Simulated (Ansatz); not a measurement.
# C3HO (SMILES [CH]=C=C=O) (doublet): what the fields show

The calculation's input:

```
basis:
  gaussian:
    orbitals: def2-TZVPD
crystal:
  periodic: [false, false, false]
  atoms:
    - {symbol: C, position_ang: [-0.618637, 1.072558, -2.197025]}
    - {symbol: C, position_ang: [-0.807294, 1.298127, -0.968013]}
    - {symbol: C, position_ang: [-0.703295, 1.603693, 0.288974]}
    - {symbol: O, position_ang: [-0.722963, 1.852597, 1.431535]}
    - {symbol: H, position_ang: [-1.164174, 0.741816, -3.066217]}
total_charge: 0
magnetization:
  spin_polarized: true
  initial_magnetization: 1
hamiltonian:
  xc: pbe0
output: {forces: true, orbitals: {seedname: orbitals}}
```

Run with:

```sh
ansatz run input.yaml --threads 1 --pin off --max-ram 2610MiB --events-out events.jsonl --progress --plain --runs-dir runs
```

Geometry: B3LYP-D3(BJ)/6-311G**.

Computed with isolated molecule in a Gaussian basis; Kohn-Sham density functional theory, functional PBE0 (Ansatz).

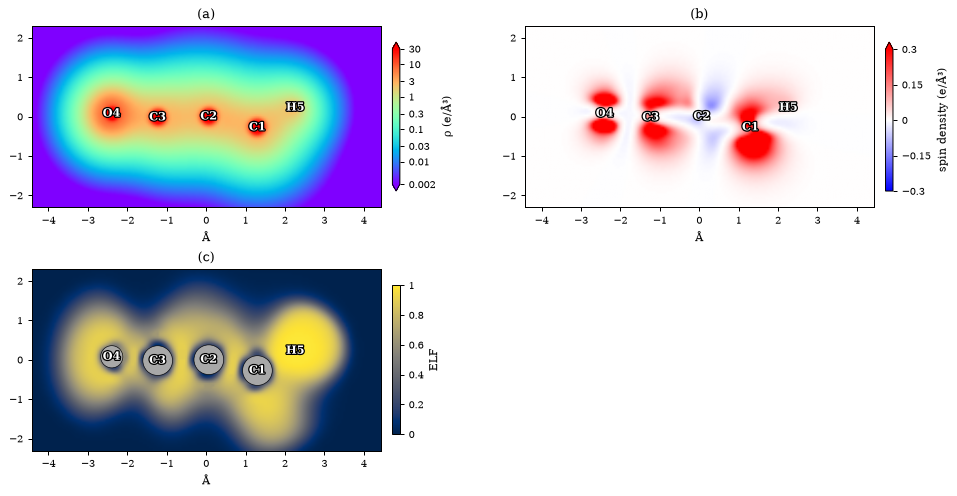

Figure 1. (a) total electron density; (b) spin density; (c) electron localisation function on the molecular plane. Grey discs cover the atomic cores in the ELF map.

**What do the fields say about this system?**

The plane passes through C, O and H nuclei. C–O (1.17 Å): ρ at the midpoint is about 3.7 e/Å³; the ELF peaks at about 0.85 between the atoms: a multiple bond. C–C (1.26 Å): ρ at the midpoint is about 2.6 e/Å³; the ELF peaks at about 0.90 between the atoms (a multiple bond). C–H (1.08 Å): the density is about 2.1 e/Å³ at the midpoint; the ELF climbs to about 1 towards the hydrogen, as it does in any bond to H (a covalent bond by its length). The ELF also peaks beside O4, away from the bonds: non-bonding electrons, paired or unpaired. The unpaired spin (1 electron) lies mostly on C1 (about 0.5), C3 (about 0.2) and O4 (about 0.2), in electrons by Hirshfeld's partition.

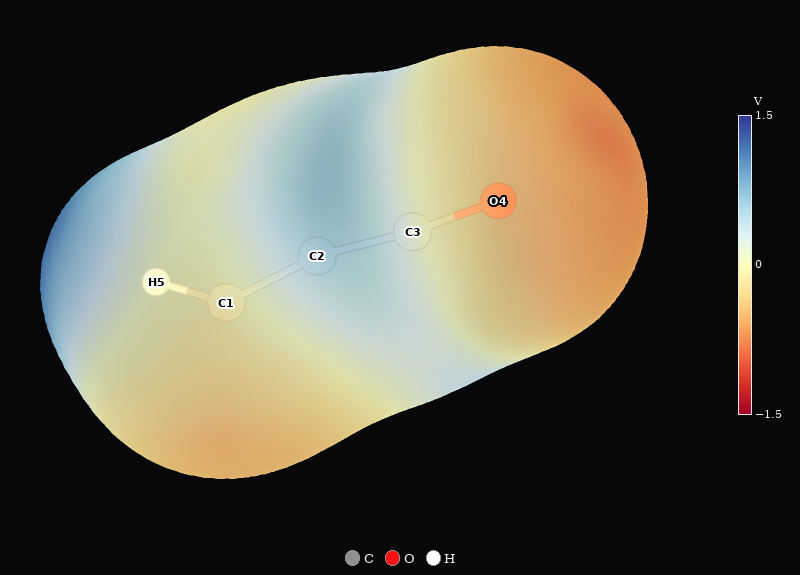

Figure 2. The electrostatic potential painted on the density surface at 0.001 e/bohr³, seen at a tilt; the colour scale runs from red (negative) to blue (positive).

**Which sites attract a positive test charge, and which a negative one?**

A positive charge is drawn to the negative regions and a negative charge to the positive ones. The most negative region (about −0.8 V) lies over O4, the most positive (about +1.4 V) over H5.

**How polar is the molecule by this calculation?**

Its dipole moment is 1.71 D.

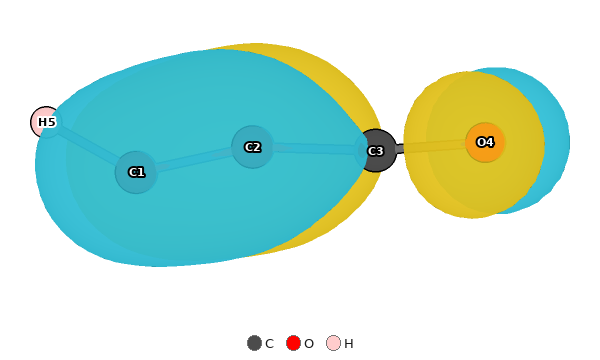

Figure 3. The HOMO−1 (β) at ±0.1 Å⁻³ᐟ² (yellow and cyan are the two phases), seen at a tilt.

**Where does this orbital lie, and at what energy?**

By Hirshfeld shares it lies mainly on C2 (about 40 %), C1 (about 30 %), O4 (about 15 %) and C3 (about 10 %); it changes sign across the molecular plane (π type); π-bonding across C1–C2; π-antibonding (a node) across C3–O4. Its energy is −9.20 eV.
